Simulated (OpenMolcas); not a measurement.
# Cu²⁺ among point charges: CASSCF and CASPT2 levels and susceptibility

Aim: the splitting of the states of Cu²⁺ in the field of 5 point charges, its lowest levels with spin-orbit coupling and its magnetic susceptibility.

Method: state-averaged CASSCF and CASPT2, spin-orbit coupling by RASSI with atomic mean-field integrals. Code: OpenMolcas 26.06.

## 1. Starting point

| Property | Result |
| --- | --- |
| Species | Cu²⁺ (copper, Z = 29, 27 electrons) |
| Basis | ANO-RCC-VDZP [5s4p2d1f], 34 functions |
| Scalar Hamiltonian | DKH2, point nucleus |
| Inactive shells | 1s 2s 2p 3s 3p |
| Active space | 9 electrons in 5 orbitals (3d) |
| Some configurations of this space | 3d9 |
| Orbitals | optimised for each spin and parity, averaged over all roots |

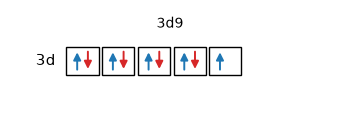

Occupation of the outer shells (arrows by Hund's rule).

The ion sits among 5 point charges of -0.65 e arranged as a square pyramid (C4v), 1.98 Å from the ion, with the axial distance 2.099 Å.

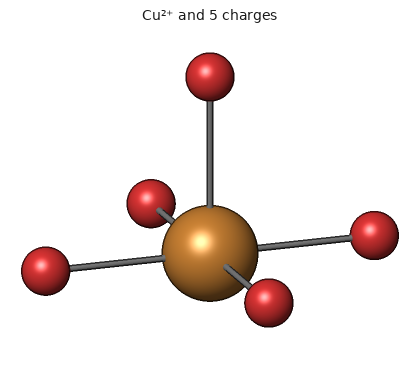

The ion and the point charges (red).

Each step is its own input file, run in one work folder so that later steps find the files of earlier ones. Labels, J, g values, rates, χT and fits are worked out afterwards by a script from the matrices that RASSI stores.

## 2. GATEWAY and SEWARD: basis and integrals

Input file a.inp:

```
&GATEWAY
Coord
1

Cu 0.0 0.0 0.0
Basis=ANO-RCC-VDZP
Group=NoSym
NoMove
AngMom=0.0 0.0 0.0
AMFI
XField
5 Angstrom 0
1.980000 0.000000 0.000000 -0.650000
0.000000 1.980000 0.000000 -0.650000
-1.980000 0.000000 0.000000 -0.650000
0.000000 -1.980000 0.000000 -0.650000
0.000000 0.000000 2.098800 -0.650000
&SEWARD
```

Run with:

```bash
> OMP_NUM_THREADS=1 MOLCAS_MEM=1689 MOLCAS_PROJECT=a pymolcas a.inp > a.log
```

## 3. Reference wave functions, doublets, 5 roots

Input file a.inp:

```
&RASSCF
FileOrb=start.orb
Symmetry=1
Spin=2
nActEl=9 0 0
Inactive=9
Ras2=5
CIRoot=5 5 1
SDav=5
CIMx=300
Iter=120 100
PrWF=0.3
OrbListing=Nothing
MaxOrb=0
>>> COPY $Project.JobIph JOB001
```

start.orb holds the contracted functions of the basis, ordered by shell, or the orbitals of the step before.

## 4. State interaction with spin-orbit coupling

Input file a.inp:

```
&RASSI
NrOfJobIphs=1 5
1 2 3 4 5
IphNames
JOB001
EJob
SpinOrbit
DIPRint=1.0
SOCoupling=1000.0
Subsets=2
Property=9
'ANGMOM' 1 'ANGMOM' 2 'ANGMOM' 3 'MLTPL  1' 1 'MLTPL  1' 2 'MLTPL  1' 3
'AMFI' 1 'AMFI' 2 'AMFI' 3
SOProperty=3
'ANGMOM' 1 'ANGMOM' 2 'ANGMOM' 3
```

## 5. CASPT2: IPEA 0.25, imaginary shift 0.1 (closed shells correlated: 3s 3p)

Input file a.inp:

```
>>> COPY JOB001 $Project.JobIph
&CASPT2
Multistate=5 1 2 3 4 5
NoMult
Frozen=5
IPEA=0.25
Imaginary=0.1
MaxIter=60
WThr=0.0 0.3 0.05
PrWF=0.5
NoMix
```

(Steps that only read results are left out.)

**Question.** What will these runs give? Wanted: spin-free ground state; first state of the same spin within the active space; lowest level; next level.

**Answer**, as computed:

| quantity | value |
| --- | --- |
| method | SS-CASPT2, IPEA 0.25, imaginary shift 0.1 (closed shells correlated: 3s 3p) |
| spin-free ground state | doublet, 1-fold in its orbital part |
| first state of the same spin within the active space | doublet at 1410 cm⁻¹ |
| lowest level | 2-fold, g = 1.75, 1.75, 4.79 |
| next level | 1773.4 cm⁻¹ |
| χT at 300 K | 1.04 cm³ K/mol |
| effective moment at 300 K | 2.89 μB |

Cost by method:

| method | time of its own steps | time with the reference |
| --- | --- | --- |
| A. CASSCF | 4.2 s | 4.2 s |
| B. SS-CASPT2, IPEA 0.25, imaginary shift 0.1, +3s 3p | 0.57 s | 4.8 s |

Times are of one thread on a shared host.

**Reading.** The spin-free ground state (doublet) comes to 100 % from free-ion D terms and keeps the highest spin of the shell. χT at 300 K is 1.04, against 0.38 cm³ K/mol for the spin alone, so orbital moment adds to it. The field of point charges can differ much from that of real complexes. This is an electrostatic model: the charges have no orbitals.
